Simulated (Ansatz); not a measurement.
**B2PLYP/6-31G(d) (spherical functions) run of CH6ClNSi (SMILES C[SiH](N)Cl)**

Aim: the energy change on altering one bond length of CH6ClNSi at B2PLYP/6-31G* (spherical functions), from 2 runs. 

Program for the calculation: Ansatz 0.2.0.

128 further runs of the same task are left out: 128 set aside as unsound or not needed.

## (1) Starting point

The species is CH6ClNSi (10 atoms), meant as a singlet with charge 0. As SMILES, `C[SiH](N)Cl`. Geometry: relaxed at PBE0-D4/def2-TZVP. This is one conformer, not always the lowest.

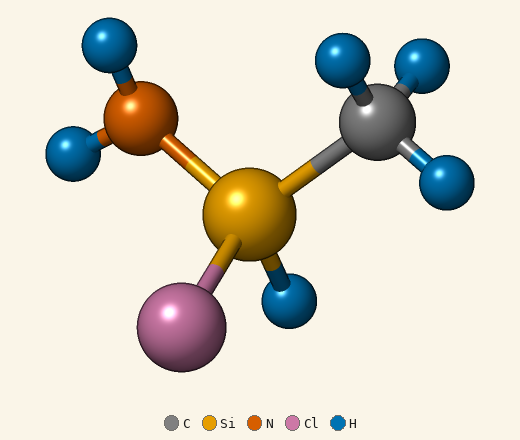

The structure, seen from a chosen angle (carbon grey, silicon amber, nitrogen orange, chlorine pink, hydrogen blue).

## (2) The energy at B2PLYP/6-31G(d) (spherical functions)

The input, input.yaml:

```yaml
crystal:
  periodic: [false, false, false]
  atoms:
    - {symbol: C, position_ang: [-0.924300, 0.960300, -0.429600]}
    - {symbol: Si, position_ang: [-0.055600, -0.637600, -0.073400]}
    - {symbol: "N", position_ang: [1.200800, -0.379200, 1.050800]}
    - {symbol: Cl, position_ang: [0.594900, -1.392500, -1.900800]}
    - {symbol: H, position_ang: [-1.720000, 0.809500, -1.161600]}
    - {symbol: H, position_ang: [-1.359500, 1.369700, 0.485000]}
    - {symbol: H, position_ang: [-0.226900, 1.694300, -0.841400]}
    - {symbol: H, position_ang: [-0.936500, -1.689500, 0.482600]}
    - {symbol: H, position_ang: [1.847500, 0.382600, 0.917600]}
    - {symbol: H, position_ang: [1.662700, -1.168700, 1.473800]}
basis:
  gaussian: {orbitals: 6-31G_st_-spherical.json}
hamiltonian: {xc: {name: B2PLYP}}
correlation: {frozen_orbitals: {C: 1, Cl: 5, H: 0, "N": 1, Si: 5}}
accuracy: high
output: {orbitals: {seedname: orbitals}}
```

The basis set 6-31G* is read from a file made from the Basis Set Exchange's data (not shown).

Started as:

```bash
$ ansatz run input.yaml --threads 1 --pin off --max-ram 3480MiB --events-out events.jsonl --progress --plain --runs-dir runs
```

Output:

```text
Warning: RAYON_NUM_THREADS=1 ignored (pool sized by the plan → 1); use --threads N
Functional definition: B2PLYP
  name "B2PLYP"
  parameter a = 0.53
  parameter c = 0.27
  exchange = (1 - a)*b88_x + a*exact_x
  correlation = (1 - c)*lyp_c + c*(mp2_os + mp2_ss)
1774 factors; integrals over basis functions are off by at most 3.6e-9 eV
mean field evaluation 1: about -23006.3423 eV, gradient 4.8e1 eV
mean field evaluation 2: about -23006.3952 eV, gradient 4.8e1 eV
mean field evaluation 4: about -23011.1383 eV, gradient 3.9e0 eV
mean field evaluation 8: about -23011.1791 eV, gradient 5.4e-2 eV
mean field evaluation 16: about -23011.1791 eV, gradient 5.0e-6 eV
mean field -23011.17912019 eV, -845.6452351296 hartree, gradient 9.7e-8 eV, S^2 0.000000; 0 other end points of the search recorded, 0 dependent functions left out
12 core orbitals not correlated: weight in the atoms' cores, before any rotation towards them, 1.000 or more for the frozen orbitals, at most 0.000 for the correlated occupied ones
reference -23011.17914495 eV, -845.6452360395 hartree; 13, 13 occupied and 51, 51 virtual orbitals, 1774 factors
second order -16.55457412 eV of doubles, -0.00000000 eV of singles
Total energy: -23015.64887996 eV, -845.8094957715 hartree
```

Wall time 10 s (1 thread of Arm Neoverse V2, shared host); peak memory 0.25 GiB.

## (3) The distorted shape, same level

The input, run.yaml:

```yaml
crystal:
  periodic: [false, false, false]
  atoms:
    - symbol: C
      position_ang: [-1.021887, 1.073549, -0.155457]
    - symbol: Si
      position_ang: [-0.153187, -0.524351, 0.200743]
    - symbol: "N"
      position_ang: [1.103213, -0.265951, 1.324943]
    - symbol: Cl
      position_ang: [0.594900, -1.392500, -1.900800]
    - symbol: H
      position_ang: [-1.817587, 0.922749, -0.887457]
    - symbol: H
      position_ang: [-1.457087, 1.482949, 0.759143]
    - symbol: H
      position_ang: [-0.324487, 1.807549, -0.567257]
    - symbol: H
      position_ang: [-1.034087, -1.576251, 0.756743]
    - symbol: H
      position_ang: [1.749913, 0.495849, 1.191743]
    - symbol: H
      position_ang: [1.565113, -1.055451, 1.747943]
basis:
  gaussian: {orbitals: 6-31G_st_-spherical.json}
hamiltonian: {xc: {name: B2PLYP}}
output: {orbitals: {seedname: orbitals}}
accuracy: high
correlation: {frozen_orbitals: {C: 1, Cl: 5, H: 0, "N": 1, Si: 5}}
```

The basis set 6-31G* is read from a file made from the Basis Set Exchange's data (not shown).

Started as:

```bash
$ ansatz run run.yaml --threads 1 --pin off --max-ram 3480MiB --events-out events.jsonl --progress --plain --runs-dir runs
```

Output (excerpt; [...] marks lines left out):

```text
Warning: RAYON_NUM_THREADS=1 ignored (pool sized by the plan → 1); use --threads N
[... 2 set-up lines as earlier in the session ...]
[...]
1767 factors; integrals over basis functions are off by at most 6.4e-9 eV
[...]
mean field -23010.72232289 eV, -845.6284481385 hartree, gradient 2.0e-8 eV, S^2 0.000000; 0 other end points of the search recorded, 0 dependent functions left out
12 core orbitals not correlated: weight in the atoms' cores, before any rotation towards them, 1.000 or more for the frozen orbitals, at most 0.000 for the correlated occupied ones
reference -23010.72234816 eV, -845.6284490669 hartree; 13, 13 occupied and 51, 51 virtual orbitals, 1767 factors
second order -16.61459826 eV of doubles, -0.00000000 eV of singles
Total energy: -23015.20828969 eV, -845.7933043775 hartree
```

It took 11 s on 1 thread of Arm Neoverse V2, shared host; peak memory 0.25 GiB.

## (4) Results

Level: B2PLYP/6-31G* (spherical functions), 12 core orbitals frozen.

```
                                                           quantity          value
                                          first shape: total energy  -845.80950 Eh
                     first shape: HOMO energy (SCF part's orbitals)       -8.98 eV
                     first shape: LUMO energy (SCF part's orbitals)        2.68 eV
                   first shape: HOMO–LUMO gap (SCF part's orbitals)       11.66 eV
                                      distorted shape: total energy  -845.79330 Eh
                 distorted shape: HOMO energy (SCF part's orbitals)       -9.04 eV
                 distorted shape: LUMO energy (SCF part's orbitals)        1.46 eV
               distorted shape: HOMO–LUMO gap (SCF part's orbitals)       10.50 eV
energy change with the Si2–Cl4 bond stretched from 2.081 to 2.394 Å       0.441 eV
```

**Reading.** With the Si2–Cl4 bond stretched from 2.081 to 2.394 Å the energy rises by 0.44 eV (42.5 kJ/mol). The first shape isn't relaxed at this level, so the change isn't measured from a minimum.
